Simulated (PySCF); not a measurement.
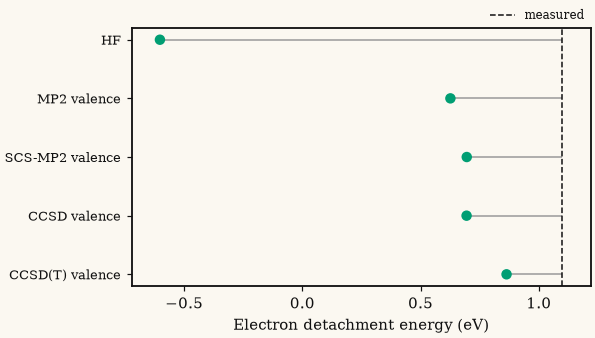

The electron detachment energy of Os⁻ ([Xe] 4f¹⁴ 5d⁷ 6s² → [Xe] 4f¹⁴ 5d⁶ 6s²) across levels of theory. PySCF, x2c-TZVPPall plus 1 diffuse shell for each l, spin-free X2C-1e, unrestricted single determinants, no spin-orbit coupling. Methods marked “valence” freeze 68 core electrons.

> Summarise the spread and list the values.

The values run from −0.60 eV (HF) to 0.86 eV (CCSD(T) valence). The measured value is 1.10 eV; nearest to it come CCSD(T) valence (−0.24) and SCS-MP2 valence (−0.40), furthest HF (−1.70 eV). These values lack spin-orbit coupling; with the first-order correction of +0.16 eV added, CCSD(T) valence comes nearest (−0.08).

| Method | Electron detachment energy (eV) |
| --- | --- |
| HF | −0.60 |
| MP2 valence | 0.63 |
| SCS-MP2 valence | 0.70 |
| CCSD valence | 0.69 |
| CCSD(T) valence | 0.86 |

Note: large single amplitudes.
